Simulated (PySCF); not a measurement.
**Geometry relaxation of C₂H₅Al (part 2 of 2)**

Continued. System: C₂H₅Al, SMILES C=[CH][AlH2]. Method: HF/def2-SVP, RHF, dispersion D3(BJ), sfX2C (PySCF 2.14.0). The atoms were displaced at random from an optimised geometry.

Geometry of the input (Å):
```
C  -1.0338  0.7765  -0.3666
C  0.2223  0.7596  0.1546
Al 0.8957  -1.1560  0.2456
H  -1.6767  -0.0147  -0.7269
H  -1.4643  1.8254  -0.5184
H  0.8024  1.5883  0.5255
H  2.2342  -1.3839  0.9184
H  0.0545  -2.3661  -0.2624
```

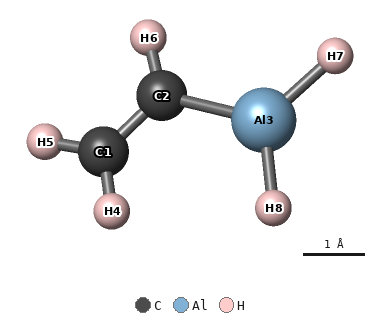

Figure 1. The geometry at step 6 of the log (ball-and-stick view, seen at a tilt; atoms are numbered from 1 in the order of the input).

## What the program printed, continued
```
Geometry optimization cycle 9
Cartesian coordinates (Angstrom)
 Atom        New coordinates             dX        dY        dZ
   C  -1.017028   0.840594  -0.382289    0.000205 -0.000079 -0.000551
   C   0.191021   0.664697   0.147584   -0.000423 -0.000200  0.000941
  Al   0.906015  -1.128523   0.289633    0.000256 -0.000073  0.000526
   H  -1.608792   0.004545  -0.738151    0.000609 -0.000033 -0.001297
   H  -1.476204   1.817757  -0.488647    0.000317 -0.000017 -0.000836
   H   0.711992   1.558410   0.477085   -0.001038 -0.000168  0.001757
   H   2.322662  -1.423863   0.920179    0.001526 -0.000067 -0.002540
   H   0.004716  -2.304480  -0.255414   -0.001453  0.000637  0.002000
converged SCF energy = -320.85594748616
--------------- sfX2C1eRHF_Scanner gradients ---------------
         x                y                z
0 C    -0.0000576494    -0.0000063254    -0.0000003760
1 C     0.0001114641    -0.0000362370     0.0000465197
2 Al     0.0000170277    -0.0000378585    -0.0000013420
3 H    -0.0000007585    -0.0000007622     0.0000009181
4 H    -0.0000112719     0.0000239810     0.0000072342
5 H    -0.0000372205     0.0000333091    -0.0000521976
6 H    -0.0000177862     0.0000030070     0.0000251655
7 H    -0.0000038053     0.0000208859    -0.0000259219
----------------------------------------------
cycle 9: E = -320.855947486  dE = -5.28948e-07  norm(grad) = 0.000170433
Step    8 : Displace = 1.736e-03/2.850e-03 (rms/max) Trust = 3.000e-01 (+) Grad = 6.026e-05/1.261e-04 (rms/max) E (change) = -320.8559474862 (-5.289e-07) Quality = 1.542
Hessian Eigenvalues: 4.86437e-03 2.35979e-02 2.48187e-02 ... 3.85870e-01 4.32814e-01 6.51550e-01

Geometry optimization cycle 10
Cartesian coordinates (Angstrom)
 Atom        New coordinates             dX        dY        dZ
   C  -1.016795   0.840732  -0.383217    0.000233  0.000138 -0.000928
   C   0.189941   0.664248   0.149368   -0.001080 -0.000449  0.001784
  Al   0.906037  -1.128725   0.290202    0.000022 -0.000202  0.000569
   H  -1.607877   0.005038  -0.741019    0.000915  0.000493 -0.002868
   H  -1.475418   1.818091  -0.490219    0.000786  0.000334 -0.001572
   H   0.710485   1.557484   0.480847   -0.001508 -0.000926  0.003761
   H   2.325382  -1.422935   0.915061    0.002720  0.000927 -0.005118
   H   0.002628  -2.304795  -0.251042   -0.002088 -0.000315  0.004371
converged SCF energy = -320.85594809264
--------------- sfX2C1eRHF_Scanner gradients ---------------
         x                y                z
0 C    -0.0000497757    -0.0000181609     0.0000123183
1 C     0.0000281471    -0.0000036309     0.0000010465
2 Al     0.0000893934    -0.0000823790     0.0000245853
3 H     0.0000026933     0.0000051223    -0.0000046024
4 H    -0.0000063443     0.0000296839    -0.0000069676
5 H    -0.0000164092     0.0000035602    -0.0000184073
6 H    -0.0000165367     0.0000172465     0.0000094718
7 H    -0.0000311679     0.0000485578    -0.0000174446
----------------------------------------------
cycle 10: E = -320.855948093  dE = -6.06481e-07  norm(grad) = 0.00015839
Step    9 : Displace = 3.419e-03/5.626e-03 (rms/max) Trust = 3.000e-01 (=) Grad = 5.600e-05/1.240e-04 (rms/max) E (change) = -320.8559480926 (-6.065e-07) Quality = 1.281
Hessian Eigenvalues: 3.63901e-03 2.35871e-02 2.48080e-02 ... 3.91123e-01 4.33531e-01 6.46818e-01

Geometry optimization cycle 11
Cartesian coordinates (Angstrom)
 Atom        New coordinates             dX        dY        dZ
   C  -1.016692   0.841012  -0.383752    0.000102  0.000280 -0.000535
   C   0.189332   0.664041   0.150173   -0.000610 -0.000207  0.000805
  Al   0.905770  -1.128807   0.290403   -0.000267 -0.000082  0.000200
   H  -1.607561   0.005533  -0.742414    0.000316  0.000495 -0.001394
   H  -1.475049   1.818455  -0.490862    0.000369  0.000364 -0.000644
   H   0.709886   1.556889   0.482711   -0.000598 -0.000595  0.001864
   H   2.326518  -1.422275   0.912496    0.001136  0.000660 -0.002565
   H   0.002179  -2.305710  -0.248774   -0.000449 -0.000915  0.002269
converged SCF energy = -320.855948280543
--------------- sfX2C1eRHF_Scanner gradients ---------------
         x                y                z
0 C    -0.0000055285    -0.0000025355     0.0000010676
1 C    -0.0000275327     0.0000080268    -0.0000208270
2 Al     0.0000622180    -0.0000523584     0.0000240409
3 H     0.0000029291     0.0000009458     0.0000028937
4 H    -0.0000039399     0.0000102502    -0.0000001709
5 H     0.0000018883    -0.0000095806     0.0000010030
6 H    -0.0000078754     0.0000134863     0.0000011437
7 H    -0.0000221590     0.0000317655    -0.0000091510
----------------------------------------------
cycle 11: E = -320.855948281  dE = -1.87903e-07  norm(grad) = 0.000102707
Step   10 : Displace = 1.701e-03/2.746e-03 (rms/max) Trust = 3.000e-01 (=) Grad = 3.631e-05/8.480e-05 (rms/max) E (change) = -320.8559482805 (-1.879e-07) Quality = 1.325
Hessian Eigenvalues: 3.42675e-03 2.35766e-02 2.49025e-02 ... 3.80460e-01 4.29679e-01 6.46036e-01

Geometry optimization cycle 12
Cartesian coordinates (Angstrom)
 Atom        New coordinates             dX        dY        dZ
   C  -1.016662   0.841159  -0.383901    0.000031  0.000147 -0.000148
   C   0.189100   0.664009   0.150544   -0.000232 -0.000032  0.000371
  Al   0.905532  -1.128803   0.290418   -0.000238  0.000004  0.000015
   H  -1.607448   0.005792  -0.742972    0.000113  0.000259 -0.000558
   H  -1.474881   1.818638  -0.491120    0.000167  0.000183 -0.000258
   H   0.709668   1.556737   0.483410   -0.000218 -0.000153  0.000699
   H   2.326848  -1.422022   0.911442    0.000330  0.000253 -0.001054
   H   0.002225  -2.306372  -0.247841    0.000046 -0.000662  0.000933
converged SCF energy = -320.855948331356
--------------- sfX2C1eRHF_Scanner gradients ---------------
         x                y                z
0 C    -0.0000001809    -0.0000020073     0.0000050104
1 C    -0.0000176095     0.0000054463    -0.0000101538
2 Al     0.0000155596    -0.0000120071     0.0000076359
3 H     0.0000018244     0.0000010317    -0.0000028217
4 H    -0.0000000918    -0.0000007051    -0.0000008066
5 H     0.0000085343    -0.0000050491     0.0000036533
6 H    -0.0000006925     0.0000058371    -0.0000004645
7 H    -0.0000073435     0.0000074537    -0.0000020530
----------------------------------------------
cycle 12: E = -320.855948331  dE = -5.08136e-08  norm(grad) = 3.45e-05
```

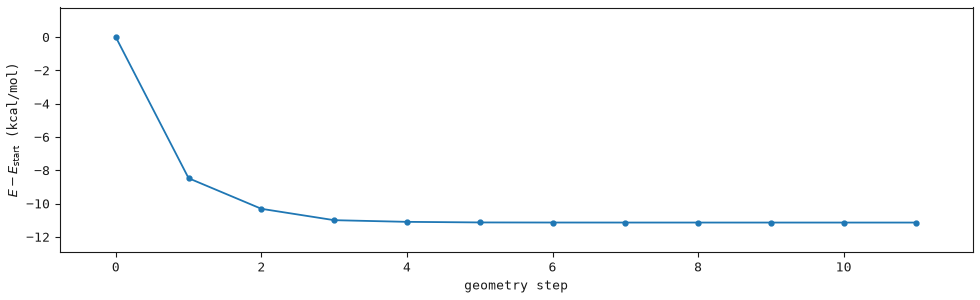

Figure 2. Progress of the relaxation, step by step (steps are counted from 0).

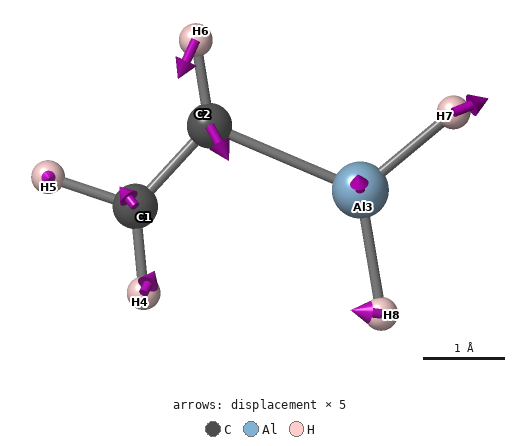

Figure 3. The starting structure with the displacements as pink arrows, magnified 5 times (ball-and-stick view, seen on its broad side). The two geometries are laid on each other by the best rigid fit. H6 moves most after the best rigid fit: 0.11 Å. By element the largest moves are H 0.11 Å, C 0.10 Å, Al 0.05 Å. Among the contacts that change: C2–Al3 2.033 → 1.936 Å, Al3–H7 1.515 → 1.579 Å, C1–H5 1.144 → 1.085 Å, C1–C2 1.360 → 1.331 Å. Among the angles that change: C1–C2–H6 128.3° → 116.6°, C2–C1–H4 131.9° → 121.6°, C1–C2–Al3 109.6° → 119.2°. The energy falls by 11.1 kcal/mol in 11 geometry steps. The largest force component goes from 4.2 to 0.00091 eV/Å. (Atoms are counted from 1 in the order of the input.)

```
Step   11 : Displace = 7.035e-04/1.138e-03 (rms/max) Trust = 3.000e-01 (=) Grad = 1.220e-05/2.109e-05 (rms/max) E (change) = -320.8559483314 (-5.081e-08) Quality = 1.169
Hessian Eigenvalues: 3.42675e-03 2.35766e-02 2.49025e-02 ... 3.80460e-01 4.29679e-01 6.46036e-01
Converged! =D

converged: True
C          -1.01666150        0.84115911       -0.38390079
C           0.18909986        0.66400936        0.15054447
Al          0.90553199       -1.12880259        0.29041771
H          -1.60744781        0.00579210       -0.74297197
H          -1.47488118        1.81863807       -0.49111988
H           0.70966840        1.55673667        0.48340960
H           2.32684840       -1.42202240        0.91144176
H           0.00222484       -2.30637233       -0.24784090
converged SCF energy = -320.855948331382
E(HF) = -320.855948331
```

## Trajectory as extended XYZ (Å, eV, eV/Å), 12 frames, from step=0 to step=11
```
8
Properties=species:S:1:pos:R:3:forces:R:3 step=0 energy=-8730.45222
C    -1.0338    0.7765   -0.3666    1.2917   4.2445   0.4211
C     0.2223    0.7596    0.1546   -1.4149  -3.9611  -0.7580
Al    0.8957   -1.1560    0.2456   -0.7341   1.6999   0.0366
H    -1.6767   -0.0147   -0.7269    0.5521  -0.4688   0.1805
H    -1.4643    1.8254   -0.5184    0.0751  -1.7313   0.2347
H     0.8024    1.5883    0.5255   -0.5062   0.6069  -0.3212
H     2.2342   -1.3839    0.9184    0.9993  -0.3211   0.3999
H     0.0545   -2.3661   -0.2624   -0.2630  -0.0691  -0.1936
8
Properties=species:S:1:pos:R:3:forces:R:3 step=1 energy=-8730.81966
C    -1.0655    0.9081   -0.3732    0.1775  -0.3934  -0.3573
C     0.1425    0.6538    0.1119    0.7023  -0.1770   0.5124
Al    0.9337   -1.1542    0.2768   -0.7078   0.5498  -0.1260
H    -1.5997    0.0296   -0.7044   -0.7285   0.3060  -0.2644
H    -1.5024    1.9088   -0.5141    0.1922  -0.6615   0.2431
H     0.7155    1.4943    0.4724    0.1855   0.3603  -0.0082
H     2.3153   -1.4355    0.9411    0.2882   0.1060   0.1027
H     0.0949   -2.3758   -0.2405   -0.1095  -0.0903  -0.1022
8
Properties=species:S:1:pos:R:3:forces:R:3 step=2 energy=-8730.89932
C    -1.0345    0.8538   -0.3974   -0.4524  -0.1655  -0.0094
C     0.1609    0.6170    0.1157    0.5150   0.1487   0.1442
Al    0.9156   -1.1363    0.3018    0.1284  -0.4482  -0.0897
H    -1.7119    0.0979   -0.7786    0.2301  -0.2436   0.0594
H    -1.4351    1.8442   -0.4312   -0.2068   0.6395  -0.1466
H     0.7159    1.4920    0.4474   -0.1012  -0.0035   0.0313
H     2.3431   -1.3743    0.9555   -0.1290   0.0566  -0.0296
H     0.0805   -2.3652   -0.2433    0.0159   0.0159   0.0404
8
Properties=species:S:1:pos:R:3:forces:R:3 step=3 energy=-8730.92894
C    -1.0171    0.8464   -0.3842    0.0178   0.0806   0.1107
C     0.1942    0.6667    0.1379   -0.0161  -0.0730  -0.0345
Al    0.8863   -1.1328    0.2797    0.1555  -0.0253   0.0465
H    -1.6089    0.0056   -0.7302   -0.0067   0.0419  -0.0253
H    -1.4847    1.8218   -0.4767    0.0242  -0.0230  -0.0370
H     0.7436    1.5430    0.4753   -0.1410  -0.0096  -0.0569
H     2.3024   -1.3855    0.9366   -0.0277  -0.0588  -0.0170
H     0.0188   -2.3360   -0.2684   -0.0060   0.0672   0.0135
8
Properties=species:S:1:pos:R:3:forces:R:3 step=4 energy=-8730.93329
C    -1.0282    0.8496   -0.3810    0.0764   0.0764  -0.0169
C     0.1841    0.6601    0.1376   -0.0276  -0.0740   0.0117
Al    0.9130   -1.1328    0.2868   -0.0730   0.0402  -0.0006
H    -1.6310    0.0215   -0.7368    0.0067  -0.0033   0.0066
H    -1.4770    1.8351   -0.4864    0.0451  -0.1088   0.0388
H     0.7180    1.5446    0.4706   -0.0192   0.0383  -0.0201
H     2.3219   -1.4242    0.9351    0.0150   0.0334  -0.0025
H     0.0336   -2.3249   -0.2560   -0.0233  -0.0023  -0.0170
8
Properties=species:S:1:pos:R:3:forces:R:3 step=5 energy=-8730.93483
C    -1.0210    0.8448   -0.3808   -0.0305  -0.0170  -0.0351
C     0.1882    0.6621    0.1414    0.0644  -0.0096   0.0329
Al    0.9056   -1.1295    0.2877    0.0065  -0.0229   0.0031
H    -1.6174    0.0121   -0.7366   -0.0070  -0.0016   0.0035
H    -1.4759    1.8236   -0.4837   -0.0104   0.0213   0.0012
H     0.7175    1.5510    0.4708   -0.0125   0.0143   0.0003
H     2.3183   -1.4193    0.9301    0.0024   0.0092  -0.0022
H     0.0191   -2.3157   -0.2590   -0.0129   0.0063  -0.0037
8
Properties=species:S:1:pos:R:3:forces:R:3 step=6 energy=-8730.93504
C    -1.0185    0.8423   -0.3817   -0.0019  -0.0032   0.0011
C     0.1908    0.6640    0.1441    0.0031   0.0011   0.0014
Al    0.9050   -1.1289    0.2888    0.0125  -0.0143   0.0005
H    -1.6129    0.0074   -0.7360    0.0009   0.0002  -0.0001
H    -1.4768    1.8199   -0.4855    0.0002   0.0057  -0.0032
H     0.7158    1.5557    0.4728   -0.0080   0.0018   0.0007
H     2.3192   -1.4215    0.9268   -0.0014   0.0024  -0.0021
H     0.0118   -2.3097   -0.2594   -0.0055   0.0063   0.0016
8
Properties=species:S:1:pos:R:3:forces:R:3 step=7 energy=-8730.93510
C    -1.0172    0.8407   -0.3817    0.0014   0.0010  -0.0024
C     0.1914    0.6649    0.1466   -0.0052   0.0010  -0.0023
Al    0.9058   -1.1284    0.2891    0.0034  -0.0012   0.0025
H    -1.6094    0.0046   -0.7369    0.0002   0.0002   0.0006
H    -1.4765    1.8178   -0.4878   -0.0002   0.0001  -0.0003
H     0.7130    1.5586    0.4753    0.0008  -0.0025   0.0028
H     2.3211   -1.4238    0.9227    0.0005   0.0001  -0.0022
H     0.0062   -2.3051   -0.2574   -0.0008   0.0013   0.0013
8
Properties=species:S:1:pos:R:3:forces:R:3 step=8 energy=-8730.93512
C    -1.0170    0.8406   -0.3823    0.0030   0.0003   0.0000
C     0.1910    0.6647    0.1476   -0.0057   0.0019  -0.0024
Al    0.9060   -1.1285    0.2896   -0.0009   0.0019   0.0001
H    -1.6088    0.0045   -0.7382    0.0000   0.0000   0.0000
H    -1.4762    1.8178   -0.4886    0.0006  -0.0012  -0.0004
H     0.7120    1.5584    0.4771    0.0019  -0.0017   0.0027
H     2.3227   -1.4239    0.9202    0.0009  -0.0002  -0.0013
H     0.0047   -2.3045   -0.2554    0.0002  -0.0011   0.0013
8
Properties=species:S:1:pos:R:3:forces:R:3 step=9 energy=-8730.93513
C    -1.0168    0.8407   -0.3832    0.0026   0.0009  -0.0006
C     0.1899    0.6642    0.1494   -0.0014   0.0002  -0.0001
Al    0.9060   -1.1287    0.2902   -0.0046   0.0042  -0.0013
H    -1.6079    0.0050   -0.7410   -0.0001  -0.0003   0.0002
H    -1.4754    1.8181   -0.4902    0.0003  -0.0015   0.0004
H     0.7105    1.5575    0.4808    0.0008  -0.0002   0.0009
H     2.3254   -1.4229    0.9151    0.0008  -0.0009  -0.0005
H     0.0026   -2.3048   -0.2510    0.0016  -0.0025   0.0009
8
Properties=species:S:1:pos:R:3:forces:R:3 step=10 energy=-8730.93514
C    -1.0167    0.8410   -0.3838    0.0003   0.0001  -0.0001
C     0.1893    0.6640    0.1502    0.0014  -0.0004   0.0011
Al    0.9058   -1.1288    0.2904   -0.0032   0.0027  -0.0012
H    -1.6076    0.0055   -0.7424   -0.0002   0.0000  -0.0001
H    -1.4750    1.8185   -0.4909    0.0002  -0.0005   0.0000
H     0.7099    1.5569    0.4827   -0.0001   0.0005  -0.0001
H     2.3265   -1.4223    0.9125    0.0004  -0.0007  -0.0001
H     0.0022   -2.3057   -0.2488    0.0011  -0.0016   0.0005
8
Properties=species:S:1:pos:R:3:forces:R:3 step=11 energy=-8730.93514
C    -1.0167    0.8412   -0.3839    0.0000   0.0001  -0.0003
C     0.1891    0.6640    0.1505    0.0009  -0.0003   0.0005
Al    0.9055   -1.1288    0.2904   -0.0008   0.0006  -0.0004
H    -1.6074    0.0058   -0.7430   -0.0001  -0.0001   0.0001
H    -1.4749    1.8186   -0.4911    0.0000   0.0000   0.0000
H     0.7097    1.5567    0.4834   -0.0004   0.0003  -0.0002
H     2.3268   -1.4220    0.9114    0.0000  -0.0003   0.0000
H     0.0022   -2.3064   -0.2478    0.0004  -0.0004   0.0001
```

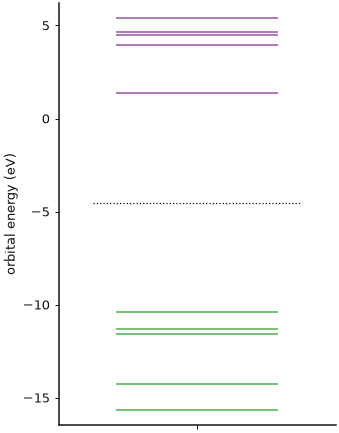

Figure 4. Orbital energies near the frontier; the dotted line parts filled from empty levels, and levels within 0.02 eV of each other stand side by side. Highest filled −10.42 eV, lowest empty 1.36 eV, 11.78 eV apart.

## Results in brief

```csv
quantity,value
outcome,converged
total energy,−320.855948 hartree
dispersion energy,−0.040418 hartree
basis functions,71
HOMO,−10.42 eV
LUMO,1.36 eV
dipole moment,0.88 D
wall time,35 s
peak memory,0.18 GiB
```
